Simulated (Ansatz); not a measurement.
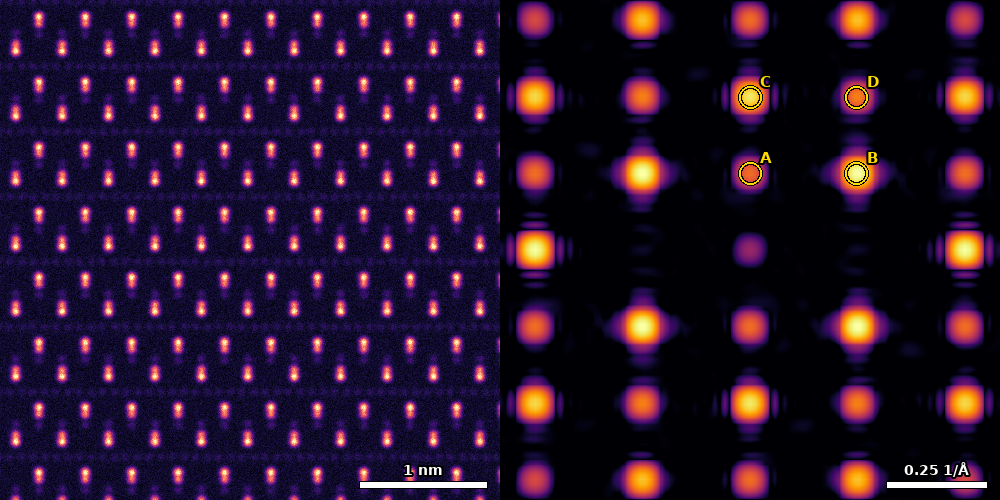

Z-contrast image of LaNbN$_{4}$ (C2/c, No. 15) along [100]. Simulated incoherent Z contrast: every atom adds Z^1.6 spread by a probe of 0.50 Å full width; channelling and multiple scattering are left out. The display is stretched by a gamma of 0.65; percentages refer to the linear signal. Shot noise was added. Structure: the geometry relaxed (final pressure about 20 GPa) with DFT, PAW plane waves, lda (Ansatz); the starting structure was generated, so it need not be a known form of this composition.

The right panel is the modulus of the image's Fourier transform on a logarithmic scale.

a = 7.232 Å, b = 10.357 Å, c = 5.129 Å, α = 90.00°, β = 133.96°, γ = 90.00°

Index the marked spots and give their plane spacings (the zone axis points at the viewer; indices equivalent by symmetry, or all signs reversed, are as good).

Answer. A: (020), d = 5.18 Å; B: (0 2 -1), d = 3.01 Å; C: (040), d = 2.59 Å; D: (0 4 -1), d = 2.12 Å. A and B enclose 55°, and every spot obeys the zone law hu + kv + lw = 0 for [100].
